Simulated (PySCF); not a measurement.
C$_{5}$H$_{10}$FSi$_{2}$ (doublet)

```xyz
18

C     3.9239    0.3319   -0.3988
C     2.4926    0.1663   -0.5086
C     1.3003    0.0138   -0.6032
Si   -0.5338   -0.1012   -0.7778
C    -0.9954   -1.9145   -0.3429
F    -2.3367   -2.1445   -0.5905
C    -1.4247    1.0773    0.4259
Si   -3.2903    1.2833    0.1057
H     4.2795   -0.0882    0.5418
H     4.4214   -0.1762   -1.2248
H     4.1764    1.3916   -0.4317
H    -0.9108    0.1545   -2.1743
H    -0.8325   -2.1556    0.7106
H    -0.4436   -2.6367   -0.9488
H    -1.2701    0.7280    1.4483
H    -0.9440    2.0542    0.3636
H    -4.0698    0.0703    0.2959
H    -3.5511    1.9520   -1.1667
```

Geometry: GFN2-xTB.

Level of theory: UKS B3LYP, pcH-1 on C F H Si, non-relativistic, mean-field spin-orbit, GIAO (PySCF 2.14.0, density-fitted response routines).

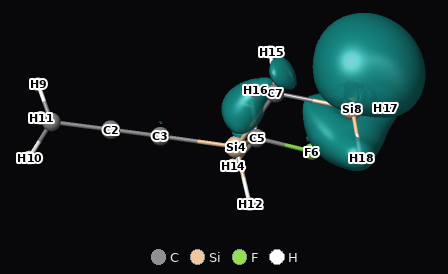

Figure 1. Isosurface of the spin density at +0.015 e/Å³ (teal), seen from one side.

> Where is the unpaired spin?

The unpaired spin (1 electron) lies mostly on Si8 (about 0.8), in electrons by Hirshfeld's partition.

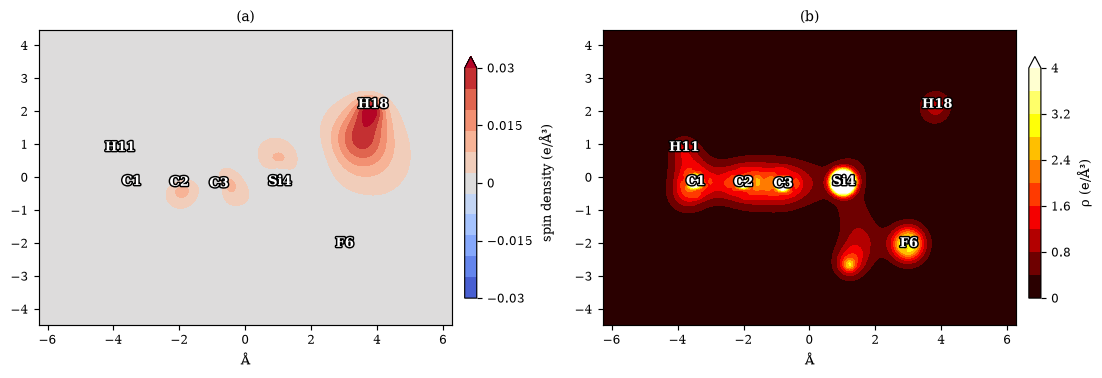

Figure 2. (a) spin density; (b) electron density on the plane of atoms C2, C1 and H11.

> What does the map show?

- The plane passes through C, Si, F and H nuclei.
- C–C (1.21 Å): the density is about 2.1 e/Å³ at the midpoint.
- C–Si (1.85 Å): the density is about 0.75 e/Å³ at the midpoint.
- C–H (1.09 Å): ρ at the midpoint is about 1.4 e/Å³.

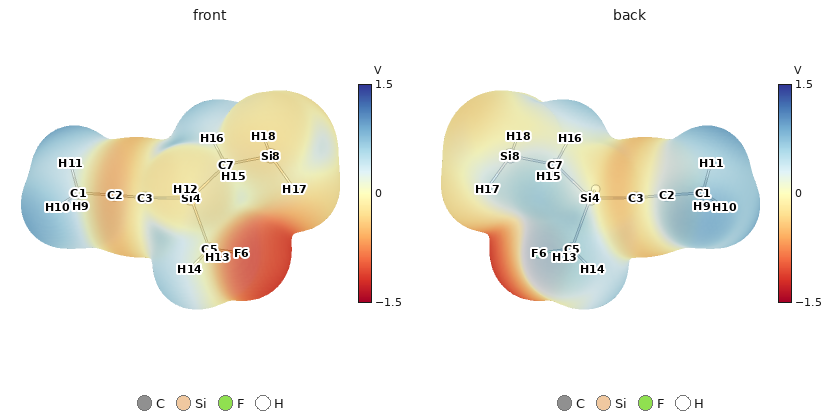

Figure 3. The molecular electrostatic potential painted on the density surface at 0.001 e/bohr³, seen from the front and from behind; red is negative and blue positive.

> Which sites attract a positive test charge, and which a negative one?

A positive charge is drawn to the negative regions and a negative charge to the positive ones. The most negative region (about −1.1 V) lies over F6, the most positive (about +0.9 V) over H9, H10 and H11.
